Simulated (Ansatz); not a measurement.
**Single-point calculation of CH$_{3}$F$_{2}$InS**

CH$_{3}$F$_{2}$InS, multiplicity 3, computed with UKS PBEsol/def2-TZVP (Ansatz 0.2.0).

Some settings of this run were made unusual or wrong on purpose. The geometry comes from this level: PBE0-D4/def2-TZVP. Figures and captions count atoms from 1; the log counts them from 0 in places.

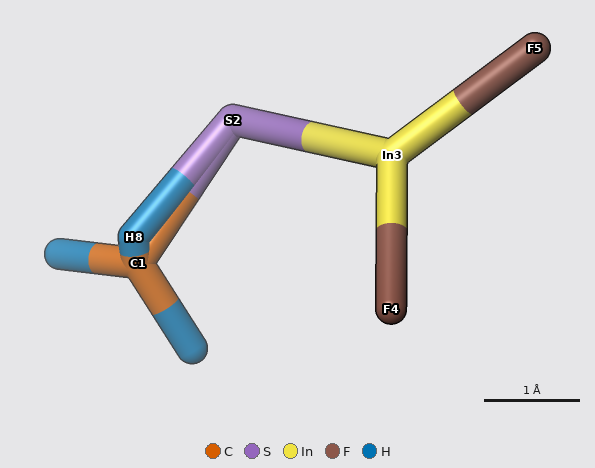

Fig. 1: The structure as given in the input (stick view, seen at a tilt; atoms are numbered from 1 in the order of the input). Sticks mark near contacts.

### Input
```yaml
crystal:
  periodic: [false, false, false]
  atoms:
    - {symbol: C, position_ang: [-0.473918, -0.628520, 1.253422]}
    - {symbol: S, position_ang: [0.670333, 0.764958, 0.979351]}
    - {symbol: In, position_ang: [0.669130, 0.868821, -1.356461]}
    - {symbol: F, position_ang: [-0.403573, -0.378200, -2.388270]}
    - {symbol: F, position_ang: [1.631899, 2.081225, -2.509965]}
    - {symbol: H, position_ang: [-1.469636, -0.410909, 0.873144]}
    - {symbol: H, position_ang: [-0.525533, -0.747669, 2.335807]}
    - {symbol: H, position_ang: [-0.173918, -0.628520, 1.253422]}
basis:
  gaussian: {orbitals: def2-TZVP}
magnetization: {spin_polarized: true, initial_magnetization: 2}
hamiltonian: {xc: {name: PBEsol}}
output: {forces: true}
```

Command:
```bash
ansatz run in.yaml --threads 4 --pin off --events-out ev --progress --plain --max-ram 10444MiB
```

### The program's output
```
Functional definition: PBEsol
  name "PBEsol"
  cite "Perdew et al., Phys. Rev. Lett. 100, 136406 (2008) doi:10.1103/PhysRevLett.100.136406"
  cite "Perdew, Burke & Ernzerhof, Phys. Rev. Lett. 77, 3865 (1996) doi:10.1103/PhysRevLett.77.3865"
  parent pbesol
  exchange = pbesol_x
  correlation = pbesol_c
1273 factors; their error is unknown
mean field evaluation 1: about -22335.3071 eV, gradient 1.1e2 eV
mean field evaluation 2: about -22127.9299 eV, gradient 1.8e2 eV
mean field evaluation 4: about -22352.5786 eV, gradient 7.7e1 eV
mean field evaluation 8: about -22380.0391 eV, gradient 6.4e0 eV
mean field evaluation 16: about -22380.3153 eV, gradient 1.9e-1 eV
mean field evaluation 32: about -22375.9942 eV, gradient 2.3e1 eV
mean field evaluation 64: about -22379.3066 eV, gradient 2.7e0 eV
mean field -22380.31545682 eV, -822.4614231156 hartree, gradient 2.4e-5 eV, S^2 2.004433; 6 other end points of the search recorded, 0 dependent functions left out
the calculation of the forces begins
reference -22380.31552652 eV, -822.4614256769 hartree; 33, 31 occupied and 165, 167 virtual orbitals, 1273 factors
Total energy: -22380.31552652 eV, -822.4614256769 hartree
Atom 0 at    -0.473918    -0.628520     1.253422 Å, force  -635.090074     2.658540     6.603701 eV/Å
Atom 1 at     0.670333     0.764958     0.979351 Å, force     1.293856     1.997293     0.073945 eV/Å
Atom 2 at     0.669130     0.868821    -1.356461 Å, force     0.315254     0.476815    -1.091023 eV/Å
Atom 3 at    -0.403573    -0.378200    -2.388270 Å, force    -0.269900    -0.294937    -0.021875 eV/Å
Atom 4 at     1.631899     2.081225    -2.509965 Å, force     0.472711     0.663190    -0.719952 eV/Å
Atom 5 at    -1.469636    -0.410909     0.873144 Å, force     1.660411    -0.897358    -0.466988 eV/Å
Atom 6 at    -0.525533    -0.747669     2.335807 Å, force    -0.690841    -0.606667    -0.499979 eV/Å
Atom 7 at    -0.173918    -0.628520     1.253422 Å, force   632.308584    -3.996876    -3.877830 eV/Å
Dipole moment:    -0.388166    -0.198299     1.141770 e Å
```

### What the run reported

```csv
quantity,value
outcome,converged
total energy,−22380.3155 eV
⟨S²⟩,2.004
SCF solution under orbital rotations,stable
largest force (length of the vector),635.130 eV/Å
dipole moment,5.87 D
hardware,"4 threads of Arm Neoverse V1, 23 GiB of memory available, shared host"
wall time,17 s (CPU time 64 s)
peak memory,0.56 GiB
```

### What went wrong

A setting was made wrong on purpose: two atoms are placed far too close. The program still converged, but the numbers can't be taken as results for the intended system.
